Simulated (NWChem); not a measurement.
**M11/jorge-TZP-DKH (sfX2C) run of BH3 (SMILES [H]B([H])[H])**

What is the vertical singlet–triplet gap of BH3 at M11/jorge-TZP-DKH (sfX2C)? 

The results are computed with NWChem 7.3.0.

2 further runs of the same task are left out: 2 set aside as unsound or not needed.

**1. The structure to begin with**

BH3 has 4 atoms, charge 0, and is taken as a singlet. As SMILES, `[H]B([H])[H]`. The shape is that of a GFN2-xTB optimisation.

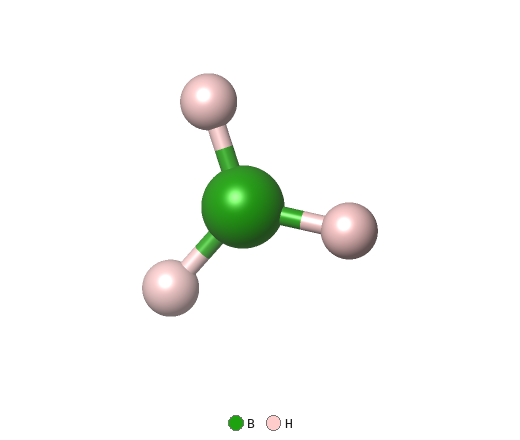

The structure, seen from a chosen angle (boron green, hydrogen pink).

**2. The energy at M11/jorge-TZP-DKH (sfX2C)**

The input, run.py:

```python
from ase import Atoms
from ase.calculators.nwchem import NWChem

molecule = Atoms(['B', 'H', 'H', 'H'], positions=[
    [0.000060, 0.000030, -0.001400],
    [1.163870, -0.030320, 0.015280],
    [-0.555340, 1.023410, -0.018650],
    [-0.608600, -0.993120, 0.004770],
])

calc = NWChem(
    label='job',
    theory='dft',
    memory='2200 mb',
    basis='jorge-TZP-DKH',
    basispar='spherical bse',
    relativistic={'x2c': 'on'},
    dft={'xc': 'm11', 'mult': '1', 'grid': 'fine', 'mulliken': None},
    task='energy',
)
molecule.calc = calc

e = molecule.get_potential_energy()
print(f"E = {e:.6f} eV")
print("dipole (e A):", molecule.get_dipole_moment().round(4))
```

The run is started by

```console
export ASE_NWCHEM_COMMAND="nwchem PREFIX.nwi > PREFIX.nwo"
python run.py
```

Log:

```text
E = -723.610285 eV
dipole (e A): [ 0.0001  0.0001 -0.0008]
```

The calculator wrote job.nwi:

```
title "job"

permanent_dir job

scratch_dir job

start job

geometry units angstrom nocenter noautosym noautoz
  B  6.0000000000000002e-05 3.0000000000000001e-05 -1.4000000000000000e-03
  H  1.1638700000000000e+00 -3.0320000000000000e-02 1.5280000000000000e-02
  H  -5.5533999999999994e-01 1.0234099999999999e+00 -1.8650000000000000e-02
  H  -6.0860000000000003e-01 -9.9312000000000000e-01 4.7699999999999999e-03
end

memory 2200 mb

basis spherical bse noprint
   * library jorge-TZP-DKH
end

relativistic
  x2c on
end
dft
  xc m11
  mult 1
  grid fine
  mulliken
end

task dft energy
```

job.nwo:

```text
Northwest Computational Chemistry Package (NWChem) 7.3.0
             --------------------------------------------------------

           Job information
           ---------------

    nwchem branch   = 7.3.0
    use scalapack   = T
    input           = job.nwi
    prefix          = job.
    data base       = job/job.db
    status          = startup
    nproc           =        1

           Memory information
           ------------------

    heap     =     72089600 doubles =      550.0 Mbytes
    stack    =     72089597 doubles =      550.0 Mbytes
    global   =    144179200 doubles =     1100.0 Mbytes (distinct from heap & stack)
    total    =    288358397 doubles =     2200.0 Mbytes
    verify   = yes
    hardfail = no

           Directory information
           ---------------------

  0 permanent = job
  0 scratch   = job

[... 29 lines left out ...]
            Nuclear Dipole moment (a.u.)
[... 70 lines left out ...]
          Convergence on gradient requested:  5.00D-04
[... 30 lines left out ...]
          Convergence aids based upon iterative change in
[... 90 lines left out ...]
   convergence    iter        energy       DeltaE   RMS-Dens  Diis-err    time
[... 10 lines left out ...]
           Coulomb energy =       20.358198840660
[... 7 lines left out ...]
                       DFT Final Molecular Orbital Analysis
[... 546 lines left out ...]
 center of mass
 --------------
 x =   0.00007945 y =   0.00004041 z =  -0.00188559

 moments of inertia (a.u.)
 ------------------
           7.324651443350          -0.002820871236          -0.090830570389
          -0.002820871236           7.320387334646           0.087409933254
          -0.090830570389           0.087409933254          14.640636460414

     Multipole analysis of the density
     ---------------------------------

     L   x y z        total         alpha         beta         nuclear
     -   - - -        -----         -----         ----         -------
     0   0 0 0     -0.000000     -4.000000     -4.000000      8.000000

     1   1 0 0      0.000159     -0.000138     -0.000138      0.000435
[... 8 lines of this table left out ...]
     2   0 0 2     -5.323521     -2.662856     -2.662856      0.002192

 Task  times  cpu:       12.5s     wall:       12.5s
 Total times  cpu:       12.5s     wall:       12.5s
```

It took 14 s on 1 thread of Intel Xeon at 2.60GHz (Ice Lake), shared host; peak memory 0.11 GiB.

**3. The triplet, same level**

The input, input.nw:

```
start input
title "BH3 energy"
memory total 2200 mb
charge 0

geometry units angstroms noautosym nocenter noautoz
B     0.000060    0.000030   -0.001400
H     1.163870   -0.030320    0.015280
H    -0.555340    1.023410   -0.018650
H    -0.608600   -0.993120    0.004770
end

basis "ao basis" spherical bse
* library jorge-TZP-DKH
end

relativistic
x2c on
end

dft
xc m11
mult 3
grid fine
maxiter 150
mulliken
print medium
end

task dft energy
```

The run is started by

```console
nwchem input.nw > input.out
```

Log:

```text
[...]
          Wavefunction type:  spin polarized.
          No. of atoms     :     4
          No. of electrons :     8
[...]
          Charge           :     0
          Spin multiplicity:     3
[...]
          AO basis - number of functions:    73
[...]
              XC Information
              --------------
                          M11 Method XC Functional
                     Hartree-Fock (Exact) Exchange  1.000
                           M11 gradient correction  1.000
                         M11 Correlation Potential  1.000
[...]
 d= 0,ls=0.0,diis     1    -26.3644909381 -3.40D+01  3.46D-03  5.63D-02     2.7
[...]
 d= 0,ls=0.0,diis     8    -26.3912863710 -4.82D-07  6.17D-06  8.10D-08    19.3
[...]
         Total DFT energy =      -26.391286370973
      One electron energy =      -49.114228496816
           Coulomb energy =       20.174565293109
    Exchange-Corr. energy =       -5.054705625683
 Nuclear repulsion energy =        7.603082458416
[...]
      Total Density - Mulliken Population Analysis
     ---------------------------------------------
    Atom       Charge   Shell Charges
 -----------   ------   -------------------------------------------------------
    1 B    5     5.70   1.39  0.42  0.22  0.57  0.43  0.97  1.07  0.56  0.02  0.05  0.00
    2 H    1     0.76   0.25  0.38  0.11  0.02  0.00  0.00
    3 H    1     0.76   0.25  0.38  0.11  0.02  0.00  0.00
    4 H    1     0.77   0.21  0.42  0.09  0.02  0.03  0.00
[...]
      <S2> =      2.0038 (Exact =     2.0000)
[...]
```

It took 20 s on 1 thread of Intel Xeon at 2.60GHz (Ice Lake), shared host; peak memory 0.11 GiB.

**4. Summary of results**

Level: M11/jorge-TZP-DKH (sfX2C).

| quantity | value |
| --- | --- |
| singlet: total energy | -26.59219 Eh |
| singlet: dipole moment | 0.00 D |
| singlet: HOMO energy | -12.66 eV |
| singlet: LUMO energy | 0.39 eV |
| singlet: HOMO–LUMO gap | 13.05 eV |
| triplet: total energy | -26.39129 Eh |
| triplet: dipole moment | 0.91 D |
| triplet: HOMO energy (highest over α and β) | -7.43 eV |
| triplet: LUMO energy (lowest over α and β) | -5.38 eV |
| triplet: ⟨S²⟩ | 2.004 |
| vertical energy of the triplet above the singlet | 5.467 eV |

At this shape the triplet lies 5.47 eV (126 kcal/mol) above the singlet. Mulliken charges (triplet) run from -0.70 on B1 to +0.24 on H2.
